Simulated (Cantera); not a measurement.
A closed system holds: 1 mol Fe, 3.3 mol SO2, 8.8 mol CO, equilibrated at 13.3 mbar.

Cantera equilibrium calculation (NASA polynomials, part measured and part estimated; ideal gas, pure solids and liquids). Candidate condensed phases: C, Fe, Fe(CO)5, FeO, FeS, FeSO4, FeS2, Fe2O3, Fe2(SO4)3, Fe3O4, S; 25 gas species. FeS: taken at fixed stoichiometry. Gases not in the tables: S3 to S7. The numbers say what is thermodynamically allowed, not how fast it happens.

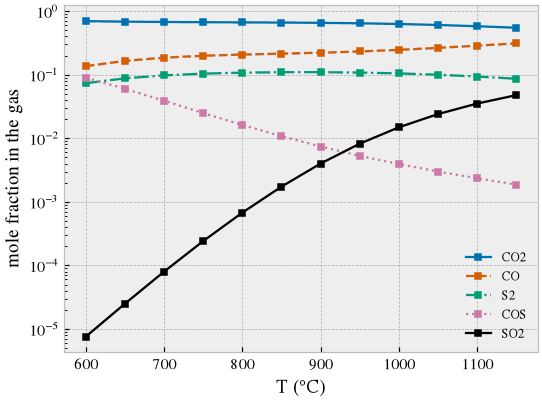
*Equilibrium gas composition (values under 1e-9 drawn at 1e-9)*

Q: Read off the mole fractions at 1100 °C.

A: CO2 about 0.58, CO about 0.29, S2 about 0.094, SO2 about 0.035, COS about 0.0024.
